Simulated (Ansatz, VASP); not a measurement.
**Ga (Gallium) in two plane-wave programs**

One calculation is typed for both programs; each brings its own data sets and cutoff. How far apart do they land? The cell comes out of the VASP series on this material, whose earlier steps may have relaxed, scaled or displaced it; both programs get it as it stands.

Method: plane waves, with VASP 6.6.1 beside it; relaxation of cell and atoms at PBEsol with D3(BJ), in Ansatz 0.2.0.

### 1. The starting structure

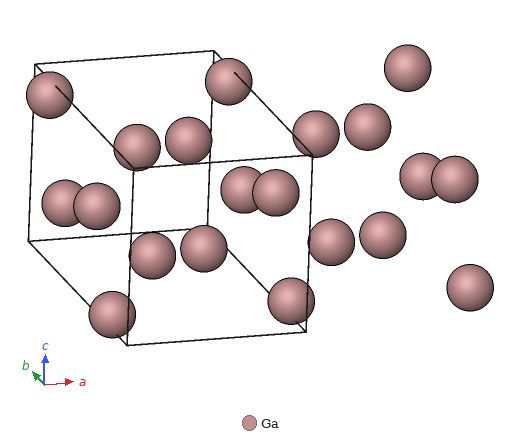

The starting structure, seen slightly off an axis (gallium pink). 2×1×1 cells are drawn. This picture shows the conventional cell, with its axes. Some periodic images of atoms are drawn too.

### 2. Ansatz: relaxation of cell and atoms, PBEsol with D3(BJ)

Ansatz runs on its default PAW (the set named soft_2) files.

The relaxed volume is the usual yardstick between codes: its relative difference is about their pressure difference at one cell divided by the bulk modulus.

input.yaml

```yaml
crystal:
  lattice:
    - [2.210695161, -3.7503191373, 0.0]
    - [2.210695161, 3.7503191373, 0.0]
    - [0.0, 0.0, 4.4133868786]
  atoms:
    - { symbol: Ga, position: [0.3444817721, 0.6555182279, 0.4169892341] }
    - { symbol: Ga, position: [0.1555182279, 0.8444817721, 0.9169892341] }
    - { symbol: Ga, position: [0.6555182279, 0.3444817721, 0.5830107659] }
    - { symbol: Ga, position: [0.8444817721, 0.1555182279, 0.0830107659] }
hamiltonian:
  xc: pbesol
  pseudopotentials: { kind: paw }
  dispersion: d3bj
kpoints:
  mp_grid: { grid: [10, 10, 8] }
scf:
  occupations: { method: methfessel_paxton, width: 0.15 }
relax:
  f_tol: 0.01
  max_steps: 60
  cell: { stress_tol: 0.05 }
output:
  forces: true
  stress: true
  write_density: true
  write_potential: true
  elf: true
  volumetric_format: npy
```

The run is started by

```sh
$ ansatz run input.yaml --threads 4 --pin off --max-ram 9216MiB --backend cpu --events-out ev --progress --plain --runs-dir out
```

Numbers of over 12 decimals in the logs are rounded to 6 here.

Output:

```text
Engine: ansatz 0.2.0, x86_64-unknown-linux-gnu
Pseudopotentials: kind: paw
Pseudopotential: Ga, paw, valence charge 13, recommended cutoff 420 eV (normal), Ga.paw.azcp
Functional definition: PBEsol
  exchange = pbesol_x
  correlation = pbesol_c
Crystal: 4 atoms, lattice volume = 73.181 Å³
Basis set: ecut = 420 eV, 1473 PW (Γ), exchange–correlation on 60×60×60 points (8 copies of the dense FFT grid, shifted against one another)
Bands: 32, of which v1, the nominal top of the filled ones, is band 26 counted from 1 (25 counted from 0)
Symmetry: 8 space group operations
Space group: Cmce (ITA 64), of the structure as read, at distance tolerance 4.2e-5 Å
k-points: 155 of 800
Non-local potential: Ga, projectors of the file, l = 0: 2, l = 1: 2, l = 2: 3, l = 3: 1
PAW form: soft (Blöchl's): semilocal exchange-correlation on the pseudo side does not see the compensation charge
PAW frozen core: Ga, regenerated for the run's functional, and the local potential with it (the file was generated under x = pbe(κ = 0.804, μ = 0.219515), c = pbe(β = 0.066725))
PAW one-centre angular grid: Ga, 590 points (default); XC on 64 Gauss nodes
Initial density: superposition of atomic densities (neutral atoms: chi_scale 0, normalization atom), corrected by the library's trained network
Initial wavefunctions: pseudopotential atomic-orbital guess
Functional: x = pbesol(κ = 0.804, μ = 0.123457), c = pbesol(β = 0.046)
SCF iter   1: F=—  HF=-14974.009863 eV  |F-HF|=—  |Δ(HF+E_count)|=         —  Δρ=2.52e-3  dr2=3.84e-3  ethr=1.77e-3  ⟨swp⟩=5.3  Hψ=18722  notcnv=0
preconditioner: auto → Kerker (q_TF=auto, 2.577 Å⁻¹)  [metal: Δε(μ)=0.011 eV  Ē_g=16.342 eV  σ=0.150 eV  W_gap=0.06  n_scr=20 (ndim 8)  ℏωp=31.3 eV  f_vac=0.002  D(μ)=1.14/eV (n_scr^D=8)]
SCF iter   2: F=—  HF=-14974.006822 eV  |F-HF|=—  |Δ(HF+E_count)|=   3.04e-3  S|Δr|=    0.00e0  Δρ=1.07e-3  dr2=1.09e-3  ethr=7.39e-6  ⟨swp⟩=2.0  Hψ=9724  notcnv=0
SCF iter   3: F=—  HF=-14974.006686 eV  |F-HF|=—  |Δ(HF+E_count)|=   1.35e-4  S|Δr|=    0.00e0  Δρ=6.63e-4  dr2=4.88e-4  ethr=2.09e-6  ⟨swp⟩=1.0  Hψ=4763  notcnv=0
SCF iter   4: F=—  HF=-14974.006575 eV  |F-HF|=—  |Δ(HF+E_count)|=   1.11e-4  S|Δr|=    0.00e0  Δρ=1.92e-4  dr2=2.51e-5  ethr=9.38e-7  ⟨swp⟩=3.0  Hψ=8654  notcnv=0
SCF iter   5: F=—  HF=-14974.006580 eV  |F-HF|=—  |Δ(HF+E_count)|=   4.42e-6  S|Δr|=    0.00e0  Δρ=9.59e-5  dr2=3.21e-6  ethr=4.84e-8  ⟨swp⟩=2.4  Hψ=8798  notcnv=0
SCF iter   6: F=—  HF=-14974.006580 eV  |F-HF|=—  |Δ(HF+E_count)|=   3.61e-7  S|Δr|=    0.00e0  Δρ=1.58e-5  dr2=2.07e-7  ethr=6.17e-9  ⟨swp⟩=2.0  Hψ=8796  notcnv=0
SCF iter   7: F=-14974.006580 eV  HF=-14974.006580 eV  |F-HF|=2.46e-8  |Δ(HF+E_count)|=   2.07e-8  S|Δr|=    0.00e0  Δρ=6.39e-6  dr2=1.93e-8  ethr=1.92e-10  ⟨swp⟩=8.3  Hψ=33613  notcnv=0
SCF 1 converged in 7 iterations: F = -14974.006580 eV  dr2 = 1.93e-8
  greatest PAW one-centre occupation: 0.994 electrons in one spin orbital (limit 2), on the Ga atom at site 2 (counted from 0), in its partial waves of l = 2
relax step   1: F+E_penalty+E_count = -14974.00657992 eV  Δ(F+E_penalty+E_count) = +0.000e0 eV  max|allowed force component| = 1.024e-2 eV/Å  Δτ_max = 0.0000 Å  P = +0.028 GPa  Ω = 73.181 Å³  (7 SCF iters, dr2 threshold 1.00e-7 eV, accepted)
[...]
relax step   2: F+E_penalty+E_count = -14974.00663555 eV  Δ(F+E_penalty+E_count) = -5.563e-5 eV  max|allowed force component| = 5.846e-3 eV/Å  Δτ_max = 0.0019 Å  P = +0.008 GPa  Ω = 73.213 Å³  energy of the carried Pulay correction = -8.089e-6 eV  (4 SCF iters, dr2 threshold 6.55e-9 eV, accepted)
[...]
relax step   3: F+E_penalty+E_count = -14974.00664524 eV  Δ(F+E_penalty+E_count) = -9.688e-6 eV  max|allowed force component| = 5.840e-3 eV/Å  Δτ_max = 0.0000 Å  P = +0.008 GPa  Ω = 73.213 Å³  stress off target by 4.77e-2 GPa  SCF on the basis re-selected at this cell (its energy is not comparable with the rows above)  (6 SCF iters)
basis re-selected at this cell: Δ(F+E_penalty+E_count) = -9.688e-6 eV, ΔP = -0.000 GPa vs the last step (what re-selecting the basis moved, of the pressure what is left beyond the Pulay correction that the steps carried, after the strain that the cell walked since its last selection, with what the two solves' SCF thresholds leave and, on support functions, any second-order correction that the steps lacked; it is no m [...]
SCF converged after 6 iterations
Stability not checked: this state was not tested for a lower state beside it, because cold or Methfessel-Paxton smearing, or corrected tetrahedra, fill the levels in a way that the test cannot read (fill_not_monotonic; see scf.lower_state_search)
Free energy (F): -14974.006645 eV
Harris-Foulkes:  -14974.006645 eV  (|F-HF|=3.64e-12)
Internal energy: -14974.005482 eV  (E = F + TS)
E sigma→0 (E₀):  -14974.006355 eV
Entropy (-TS):   -0.001163 eV (-0.291 meV/atom)
Fermi energy:    9.725919 eV
--- Per-component energies (eV) ---
  E_band       = -145.051898
  E_kinetic    = 464.924285
  E_local      = -7412.696337  (includes V_loc(G=0)·N_el)
  E_nonlocal   = 1695.239714
  E_hartree    = 3485.507689
  E_xc         = -277.244786
  E_vxc        = -236.154763  (∫ρ·V_xc dr)
  E_paw        = -7787.640934  (= ΣΔE_a)
  E_vpaw       = -1627.379830  (= ΣTr[D̂ρ^β])
  E_aug_tail   = -0.000449  (compensation charges beyond the density's cutoff)
  E_ewald      = -5144.314642
  E_disp       = -1.231933  (pairwise vdW)
  E_core_change = 3.451911  (= ΣΔE_core)
  E_smearing   = -0.001163  (= −TS)
  E_closure    = -0.000000  (closes the sum)
  Σ components = -14974.006645   (vs F -14974.006645, Δ=0.00e0)
--- Forces (eV/Å), atoms counted from 1 ---
  atom   1  Ga     0.00000000     0.00151276    -0.00583994
  atom   2  Ga    -0.00000000    -0.00151276    -0.00583994
  atom   3  Ga    -0.00000000    -0.00151276     0.00583994
  atom   4  Ga     0.00000000     0.00151276     0.00583994
  max |Σ_I F_I| component: 1.39e-17 eV/Å
--- Stress (GPa, compression-positive) ---
       -0.001857       0.000000       0.000000
        0.000000       0.047735       0.000000
        0.000000       0.000000      -0.022844
  P = ⅓ Tr σ = 0.0077 GPa (0.077 kbar)
--- Band table (eV; the first three rows and the last of 155) ---
  k-point 0: bands = [... 22 lower, 5.9242, 7.8984, 8.1566, 8.9481, 10.6629, 10.7923, 10.8400, 15.2117, ... 2 higher]
  k-point 1: bands = [... 22 lower, 7.4081, 8.0240, 8.2659, 9.0362, 10.5505, 10.8264, 11.2239, 14.2350, ... 2 higher]
  k-point 2: bands = [... 22 lower, 8.3936, 8.5941, 8.8187, 9.2794, 10.5880, 10.8210, 11.6412, 13.4838, ... 2 higher]
  k-point 154: bands = [... 22 lower, 4.2199, 4.2199, 8.3751, 8.3751, 8.8059, 8.8059, 16.9206, 16.9206, ... 2 higher]
--- Relaxed structure (2 steps of the walk, 2 accepted, 1 SCFs on fresh bases) ---
  F+E_penalty+E_count = -14974.00664524 eV   max|allowed force component| = 5.840e-3 eV/Å   (the final SCF, on the basis selected at the relaxed cell)
  cell:  # Å, volume = 73.2126 Å³
    - [2.211708, -3.747193, 0.0]
    - [2.211708, 3.747193, 0.0]
    - [0.0, 0.0, 4.416947]
  atoms:
    - { symbol: Ga, position: [0.344357, 0.655643, 0.416611] }
    - { symbol: Ga, position: [0.155643, 0.844357, 0.916611] }
    - { symbol: Ga, position: [0.655643, 0.344357, 0.583389] }
    - { symbol: Ga, position: [0.844357, 0.155643, 0.083389] }
```

It took 9.9 s on 4 threads of Intel Xeon Platinum 8375C at 2.90GHz (Ice Lake), shared host; peak memory 0.66 GiB; 37 s of CPU time.

### 3. VASP: relaxation of cell and atoms, PBEsol with D3(BJ)

The same cell, functional, mesh and smearing now go to VASP, with its own data sets and cutoff.

Lines of VASP's logs that name or quote its potential files are left out, and so is its time.

INCAR

```
SYSTEM = Ga
PREC = Accurate
ENCUT = 450
EDIFF = 1E-06
NELM = 100
ISMEAR = 1
SIGMA = 0.15
LREAL = .FALSE.
ALGO = Normal
GGA = PS
IVDW = 12
NBANDS = 32
LORBIT = 11
LWAVE = .FALSE.
LCHARG = .FALSE.
KPAR = 4
IBRION = 2
NSW = 50
ISIF = 3
EDIFFG = -0.01
```

POSCAR

```
Ga
1.0
    2.2106951610     -3.7503191373      0.0000000000
    2.2106951610      3.7503191373      0.0000000000
    0.0000000000      0.0000000000      4.4133868786
Ga
4
Direct
    0.3444817721      0.6555182279      0.4169892341
    0.1555182279      0.8444817721      0.9169892341
    0.6555182279      0.3444817721      0.5830107659
    0.8444817721      0.1555182279      0.0830107659
```

KPOINTS

```
Automatic mesh
0
Gamma
10 10 8
0 0 0
```

PAW data sets: Ga_d (PBE family, release 64).

The run is started by

```sh
$ mpirun -np 4 vasp_std
```

Output:

```text
[banner, memory and clock lines left out]
running    4 mpi-ranks, on    1 nodes
 distrk:  each k-point on    1 cores,    4 groups
 distr:  one band on    1 cores,    1 groups

 POSCAR found type information on POSCAR Ga
 POSCAR found :  1 types and       4 ions
|                                                                             |
|               ----> ADVICE to this user running VASP <----                  |
|                                                                             |
|     You enforced a specific xc type in the INCAR file but a different       |
|     [... a line on the potential file left out ...]
|     I HOPE YOU KNOW WHAT YOU ARE DOING!                                     |
|                                                                             |

 LDA part: xc-table for (Slater+PW92), standard interpolation
 POSCAR, INCAR and KPOINTS ok, starting setup
 FFT: planning ... GRIDC
 FFT: planning ... GRID_SOFT
 FFT: planning ... GRID
 WAVECAR not read
 entering main loop
       N       E                     dE             d eps       ncg     rms          rms(c)
DAV:   1     0.336662395585E+03    0.33666E+03   -0.23908E+04 10088   0.287E+03
DAV:   2     0.248864070169E+02   -0.31178E+03   -0.30583E+03 10328   0.526E+02
DAV:   3    -0.125564657434E+02   -0.37443E+02   -0.37151E+02 11184   0.145E+02
DAV:   4    -0.135729236722E+02   -0.10165E+01   -0.10131E+01 11336   0.285E+01
DAV:   5    -0.135943433800E+02   -0.21420E-01   -0.21418E-01 12024   0.415E+00    0.291E+00
DAV:   6    -0.134143294512E+02    0.18001E+00   -0.37338E-01 12120   0.893E+00    0.149E+00
DAV:   7    -0.133748828915E+02    0.39447E-01   -0.84967E-02 14240   0.327E+00    0.374E-01
DAV:   8    -0.133709985104E+02    0.38844E-02   -0.17285E-02 11352   0.149E+00    0.474E-02
DAV:   9    -0.133710972861E+02   -0.98776E-04   -0.11435E-03 11528   0.385E-01    0.261E-02
DAV:  10    -0.133710987016E+02   -0.14155E-05   -0.25356E-04 11744   0.196E-01    0.536E-03
DAV:  11    -0.133710985938E+02    0.10778E-06   -0.41563E-05 11600   0.835E-02    0.511E-03
DAV:  12    -0.133710980240E+02    0.56981E-06   -0.85492E-06 11720   0.355E-02
   1 F= -.14603198E+02 E0= -.14602819E+02  d E =-.146032E+02
[...]
2 F= -.14603238E+02 E0= -.14602850E+02  d E =-.397932E-04
[...]
3 F= -.14603217E+02 E0= -.14602835E+02  d E =-.181935E-04
 curvature:  -0.16 expect dE=-0.587E-04 dE for cont linesearch -0.514E-04
 ZBRENT: interpolating
 opt :   0.6873  next Energy=   -14.603256 (dE=-0.571E-04)
 bond charge predicted
       N       E                     dE             d eps       ncg     rms          rms(c)
DAV:   1    -0.133702521447E+02    0.40494E-03   -0.15286E-03 11616   0.499E-01    0.612E-02
DAV:   2    -0.133701717969E+02    0.80348E-04   -0.23205E-04 12264   0.209E-01    0.271E-02
DAV:   3    -0.133701522940E+02    0.19503E-04   -0.26291E-05 12424   0.629E-02    0.641E-03
DAV:   4    -0.133701502579E+02    0.20362E-05   -0.66076E-06 10320   0.269E-02    0.119E-03
DAV:   5    -0.133701502457E+02    0.12147E-07   -0.63735E-07  5344   0.101E-02
   4 F= -.14603231E+02 E0= -.14602846E+02  d E =-.325913E-04
 curvature:  -0.05 expect dE=-0.131E-05 dE for cont linesearch -0.156E-06
 trial: gam= 0.00000 g(F)=  0.677E-05 g(S)=  0.173E-04 ort =-0.123E-04 (trialstep = 0.937E+00)
 search vector abs. value=  0.241E-04
 reached required accuracy - stopping structural energy minimisation
```

OUTCAR, selected parts (step 3):

```text
ion  position               nearest neighbor table
   1  0.344  0.656  0.417-   3 2.45   2 2.62   2 2.62   4 2.66   4 2.66   3 2.73   3 2.73
   2  0.156  0.844  0.917-   4 2.45   1 2.62   1 2.62   3 2.66   3 2.66   4 2.73   4 2.73
   3  0.656  0.344  0.583-   1 2.45   4 2.62   4 2.62   2 2.66   2 2.66   1 2.73   1 2.73
   4  0.844  0.156  0.083-   2 2.45   3 2.62   3 2.62   1 2.66   1 2.66   2 2.73   2 2.73

  LATTYP: Found a base centered orthorhombic cell.
 ALAT       =     4.4213903220
 B/A-ratio  =     1.6964433647
 C/A-ratio  =     0.9981898356

 Subroutine GETGRP returns: Found  8 space group operations
 (whereof  4 operations were pure point group operations)

The static configuration has the point symmetry C_2h.
 The point group associated with its full space group is D_2h.

 Found    155 irreducible k-points:

   k-points           NKPTS =    155   k-points in BZ     NKDIM =    155   number of bands    NBANDS=     32

   dimension x,y,z NGX =    30 NGY =   30 NGZ =   32
   dimension x,y,z NGXF=    60 NGYF=   60 NGZF=   64

   ENCUT  =  450.0 eV  33.07 Ry    5.75 a.u.   7.53  7.53  7.63*2*pi/ulx,y,z

   NELECT =      52.0000    total number of electrons

 k-points in reciprocal lattice and weights: Automatic mesh
   0.00000000  0.00000000  0.00000000       0.001
   0.10000000  0.00000000  0.00000000       0.005
   0.20000000  0.00000000  0.00000000       0.005
   0.30000000  0.00000000  0.00000000       0.005
   0.40000000  0.00000000  0.00000000       0.005
   0.50000000  0.00000000  0.00000000       0.003
   0.10000000  0.10000000  0.00000000       0.003
   0.20000000  0.10000000  0.00000000       0.005
   0.30000000  0.10000000  0.00000000       0.005
[...]
-0.40000000  0.40000000  0.50000000       0.003
   0.50000000  0.50000000  0.50000000       0.001

 Edisp (eV)   -1.23256

 average (electrostatic) potential at core
       1 -64.7062       2 -64.7062       3 -64.7062       4 -64.7062

 E-fermi :   5.4430

 k-point     1 :       0.0000    0.0000    0.0000
  band No.  band energies     occupation
    ...
     22       1.2976      2.00000
     23       1.6421      2.00000
     24       3.6121      2.00000
     25       3.8703      2.00000
     26       4.6446      2.00000
     27       6.3807     -0.00000
     28       6.5054     -0.00000
     29       6.5442     -0.00000
     30      10.9381      0.00000
     31      11.1623      0.00000
    ...

 k-point     2 :       0.1000    0.0000    0.0000
  band No.  band energies     occupation
    ...
     23       1.7113      2.00000
     24       2.2270      2.00000
     25       4.3294      2.00000
     26       5.2867      2.05783
     27       5.3224      1.98212
     28       7.0468     -0.00000
     29       7.9449     -0.00000
     30      10.2380      0.00000
     31      10.3314      0.00000
     32      12.0927      0.00000

 k-point     3 :       0.2000    0.0000    0.0000
  band No.  band energies     occupation
    ...
     22       0.3612      2.00000
     23       1.6963      2.00000
     24       1.8863      2.00000
     25       3.8635      2.00000
     26       4.5123      2.00000
     27       6.8566     -0.00000
     28       8.0179     -0.00000
     29       8.8235      0.00000
     30       8.9753      0.00000
     31      10.0087      0.00000
    ...

 Edisp (eV)   -1.23308

  Total       0.02785     0.01114     0.02315     0.00000     0.00000     0.00000
  in kB       0.61016     0.24417     0.50728     0.00000     0.00000     0.00000
  external pressure =        0.45 kB  Pullay stress =        0.00 kB

  energy-cutoff  :      450.00
  volume of cell :       73.12
      direct lattice vectors                 reciprocal lattice vectors
     2.210371174 -3.748683820 -0.000000000     0.226206352 -0.133380147 -0.000000000
     2.210371174  3.748683820  0.000000000     0.226206352  0.133380147  0.000000000
     0.000000000 -0.000000000  4.412496646     0.000000000 -0.000000000  0.226629067

 POSITION                                       TOTAL-FORCE (eV/Angst)
 -----------------------------------------------------------------------------------
      2.21037      1.16599      1.83975         0.000000      0.000593     -0.005893
      2.21037      2.58269      4.04599         0.000000     -0.000593     -0.005893
      2.21037     -1.16599      2.57275         0.000000     -0.000593      0.005893
      2.21037     -2.58269      0.36650         0.000000      0.000593      0.005893
 -----------------------------------------------------------------------------------
    total drift:                               -0.000000     -0.000000     -0.000000

  FREE ENERGIE OF THE ION-ELECTRON SYSTEM (eV)
  ---------------------------------------------------
  free  energy   TOTEN  =       -14.6032309935 eV

  energy  without entropy=      -14.6020746761  energy(sigma->0) =      -14.60284555

 reached required accuracy - stopping structural energy minimisation

 total charge
# of ion       s       p       d       tot
------------------------------------------
    1        0.949   0.771   9.966  11.686
    2        0.949   0.771   9.966  11.686
    3        0.949   0.771   9.966  11.686
    4        0.949   0.771   9.966  11.686
--------------------------------------------------
tot          3.797   3.083  39.864  46.745

[... 3 further parts left out ...]
```

CONTCAR:

```
Ga
   1.00000000000000
     2.2103711742592944   -3.7486838197734222   -0.0000000000000000
     2.2103711742592944    3.7486838197734222    0.0000000000000000
     0.0000000000000000   -0.0000000000000000    4.4124966456561010
  Ga
     4
Direct
     0.3444800926324039    0.6555199073676032    0.4169397897850737
     0.1555199073675962    0.8444800926323968    0.9169397897850737
     0.6555199073676032    0.3444800926324039    0.5830602102149263
     0.8444800926323968    0.1555199073675962    0.0830602102149263
```

### 4. Side by side

Known differences besides the PAW data sets themselves: both relaxations stop at a tolerance, which leaves soft axes loose, and VASP keeps its plane-wave basis; the cutoff is 420 eV in Ansatz and 450 eV in VASP; Ansatz makes its cores anew for this functional, VASP keeps those of its PBE data sets; VASP leaves aspherical gradient terms in its spheres out (LASPH is not set), Ansatz keeps them; Ansatz adds a Pulay correction to the stress that steers its cell, VASP none. Total energies have different zeros and are not compared.

Compared:

```csv
quantity,Ansatz,VASP,difference
volume (Å³),73.21,73.12,+0.12 %
"edge a after relaxation, in the typed setting (Å)",4.351,4.352,-0.01 %
"edge c after relaxation, in the typed setting (Å)",4.417,4.412,+0.10 %
```

The walks stopped with 0.01 GPa left in Ansatz and 0.05 GPa in VASP; each walk ends within a tolerance, so the volume difference is uncertain by about these residues over the bulk modulus, most in soft cells.

### 5. Outcome

| Quantity | Value |
| --- | --- |
| difference in volume (relaxation of cell and atoms, PBEsol with D3(BJ)) | 0.12 % |

The difference in volume is 0.12 % (relaxation of cell and atoms, PBEsol with D3(BJ)), within the 1.2 % picked in this series as the mark of a large difference, as far as the stopping tolerances let one tell. How closely two codes agree says nothing of how well the functional describes the real material.

[Lines on the potential files, build, host, timing and source positions are cut from VASP's logs without a mark.]

[Logs are printed without paths, hosts, clocks, repeated set-up lines and the standing remarks that a program may print on its own settings, such as how far it seeks lower states.]

[Hosts, paths, dates, database ids (printed as entryN), source tags and the programs' standing remarks are cut or masked in the printed files.]
